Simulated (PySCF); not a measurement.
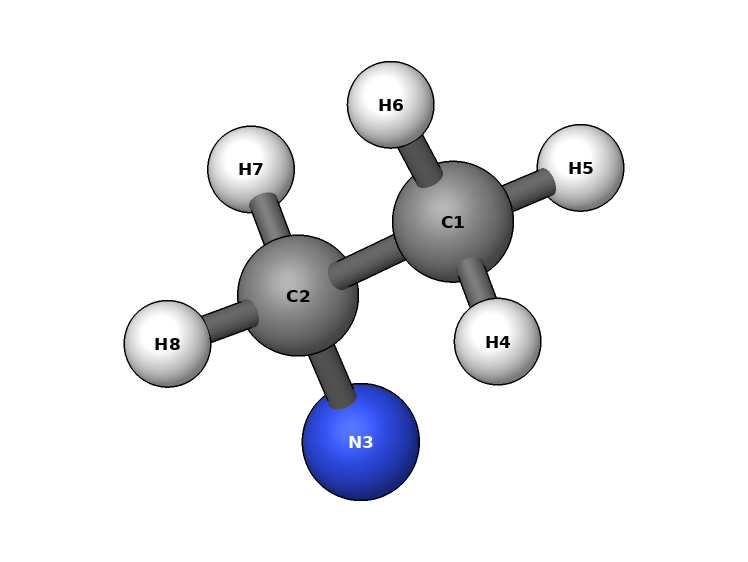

The questions are on Mulliken spin populations. Charge 0, triplet. The computed structure is the end point of a GFN2-xTB optimisation. No frequency run is at hand to confirm it as a minimum. Method: UKS B3LYP, pcH-1 on C H N, non-relativistic (PySCF 2.14.0).

Q: Which atom carries the largest spin population?

A: N3 (1.83 e).

Q: Which atom has the lowest spin population?

A: C2 (−0.16 e); a negative value comes from spin polarisation.

List the Mulliken spin populations.

| atom | value (e) |
| --- | --- |
| C1 | 0.09 |
| C2 | −0.16 |
| N3 | 1.83 |
| H4 | 0.00 |
| H5 | 0.00 |
| H6 | 0.01 |
| H7 | 0.11 |
| H8 | 0.11 |

Mulliken values depend strongly on the basis set. The spin state was imposed, and no run here compares it with a lower spin, which may lie lower.
